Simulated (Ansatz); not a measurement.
A series of calculations on SiH5SeO

Part 1: Relaxation

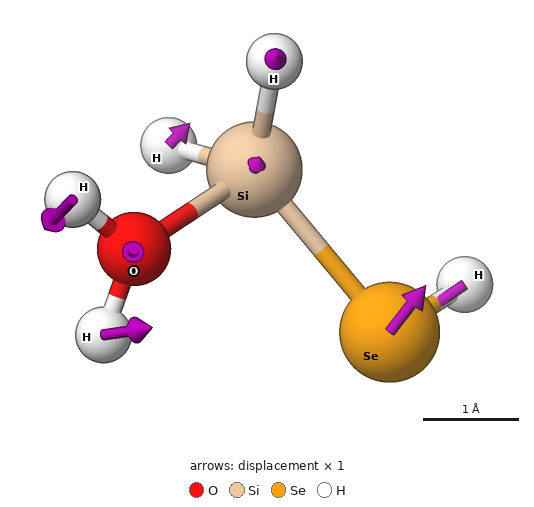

A relaxation of SiH5SeO (charge +1). The starting structure is drawn; purple arrows show the displacements, at their true length. The two geometries are superimposed by the best rigid fit.

Style: ball-and-stick. Shown at a tilt.

The run prepares an end point of a later path (torsion) calculation, from a guessed geometry.

Computed with Ansatz 0.2.0, RKS PBE0-D4/def2-SVP.

Input file:
```yaml
crystal:
  periodic: [false, false, false]
  atoms:
    - { symbol: O, position_ang: [-1.02285, 0.68953, -0.66263] }
    - { symbol: Si, position_ang: [0.61912, 0.15346, 0.22327] }
    - { symbol: Se, position_ang: [-0.1667, -1.76558, 1.03768] }
    - { symbol: H, position_ang: [-1.52222, 0.08012, -1.22815] }
    - { symbol: H, position_ang: [-1.18415, 1.60947, -0.92068] }
    - { symbol: H, position_ang: [0.67302, 1.36579, 1.02684] }
    - { symbol: H, position_ang: [1.49998, 0.15365, -0.93676] }
    - { symbol: H, position_ang: [1.10379, -2.28643, 1.46042] }
total_charge: 1
basis:
  gaussian: { orbitals: def2-SVP }
hamiltonian:
  xc: pbe0
  dispersion: d4
relax:
  f_tol: 0.015
  max_steps: 40
```

Run as
```bash
ansatz run input.yaml --threads 1 --pin off --max-ram 2048MiB --backend cpu --events-out ev --progress --plain --runs-dir out
```

### Which element moves most?

Hydrogen: up to 1.10 Å, against 0.64 Å for selenium.

### What happened in the run?

H8 moves most after the best rigid fit: 1.10 Å. By element the largest moves are H 1.10 Å, Se 0.64 Å, O 0.28 Å, Si 0.21 Å. Near-neighbour distances that change, for instance: O1–Si2 1.941 → 1.888 Å, Se3–H8 1.437 → 1.475 Å, Si2–H6 1.455 → 1.478 Å, Si2–Se3 2.228 → 2.216 Å. Among the angles between lasting bonds that change: Se3–Si2–H6 121.9° → 112.4°, O1–Si2–Se3 96.1° → 104.6°, O1–Si2–H6 93.1° → 101.4°. Groups turn about Si2–Se3 by about 85°. Over 29 accepted moves (37 points after the start) the energy falls by 7.54 kcal/mol. Largest force component: 1 eV/Å at the start, 0.0047 eV/Å at the end. The line search rejected the trial steps at points 7, 10, 14, 17, 22, 25, 26, 28 of the run. Cost: 2.7 min on 1 thread of Intel(R) Xeon(R) Platinum 8259CL CPU @ 2.50GHz (Skylake/Cascade Lake), with other jobs on the host, peak memory 0.24 GiB.

Part 2: Relaxation

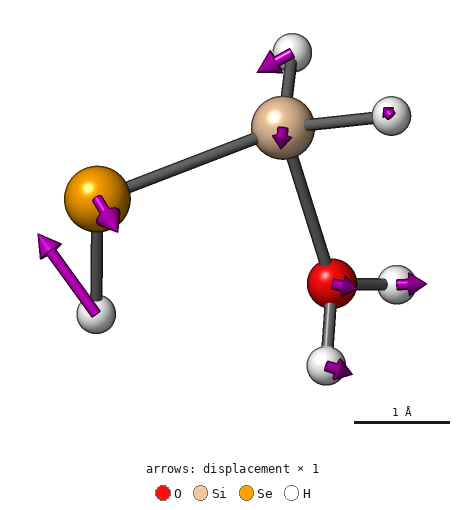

This is a relaxation of SiH₅SeO (charge +1). The starting structure is drawn; purple arrows show the displacements, at their true length. The two geometries are superimposed by the best rigid fit.

The picture is a ball-and-stick view, seen at a tilt.

The run prepares an end point of a later path (torsion) calculation, from a guessed geometry.

These are results of RKS PBE0-D4/def2-SVP in Ansatz 0.2.0, not measurements. (no spin polarisation; force threshold 0.015 eV/Å; at most 40 steps)

Question: What happened in the run?

Answer: The atom that moves furthest after the best rigid fit is an H atom (1.07 Å). Largest moves by element: H 1.07 Å, Se 0.51 Å, O 0.28 Å, Si 0.24 Å. Near-neighbour distances that change, for instance: O–Si 1.941 → 1.888 Å, H–Se 1.437 → 1.475 Å, H–Si 1.455 → 1.478 Å, Se–Si 2.228 → 2.216 Å. Bond angles that change, for instance: O–Si–Se 96.1° → 104.7°, Se–Si–H 120.3° → 112.3°, O–Si–H 93.1° → 97.6°. Groups turn about Se–Si by about 70°. The energy falls by 47.8 kJ/mol in 17 accepted moves (18 points after the start). The largest force component goes from 1.6 to 0.0063 eV/Å. The line search rejected the trial step at point 17 of the run.

Part 3: Path

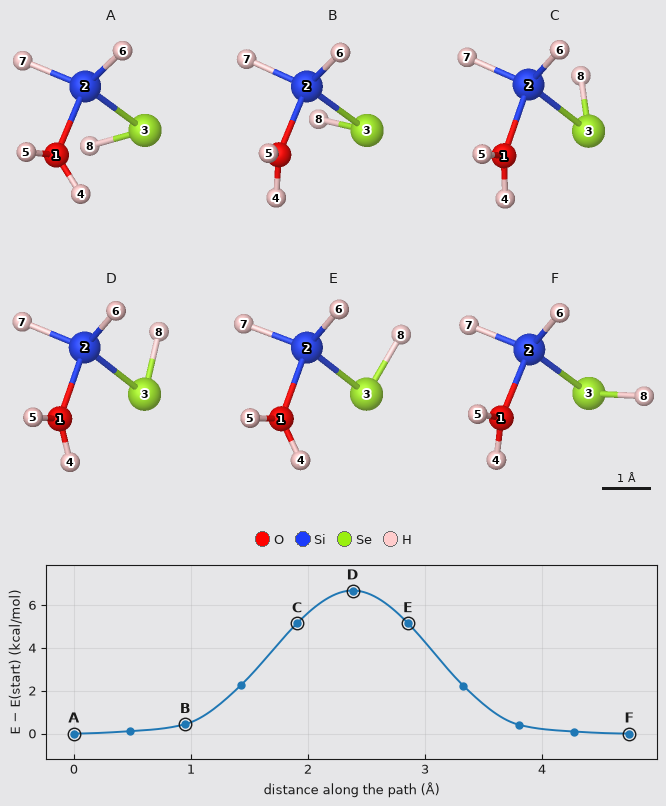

A search for the minimum-energy path of SiH₅SeO (charge +1) by the nudged elastic band. Images are numbered from 0 (start) to 10 (end). Frames A to F are images 0, 2, 4, 5, 6, 10. Style: ball-and-stick. Shown from a free direction.

All numbers below come from Ansatz 0.2.0, RKS PBE0-D4/def2-SVP. Settings: 9 movable images; climbing image; force threshold 0.05 eV/Å; iteration limit 22; starting path by image-dependent pair potential.

### What happens along the path, and what is the barrier?

The barrier is about 6.7 kcal/mol in both directions, with image 5 at the top; the ends have the same energy. The motion is a rotation about the Si2–Se3 bond by about 195°. No bond forms or breaks between the ends. Bond angles that change up to the highest image, for instance: Se3–Si2–H6 112.4° → 118.7°, O1–Si2–Se3 104.6° → 99.3°. The band converged in 7 iterations. The largest component of the band force went from 0.96 to 0.029 eV/Å. The climbing image converged on the top of the path. Its vibrational analysis gives 2 imaginary modes over 30i cm⁻¹, so it isn't confirmed as a transition state.

Cost: 4.8 min on 1 thread of Intel(R) Xeon(R) Platinum 8259CL CPU @ 2.50GHz (Skylake/Cascade Lake), on a shared host, peak memory 0.24 GiB.
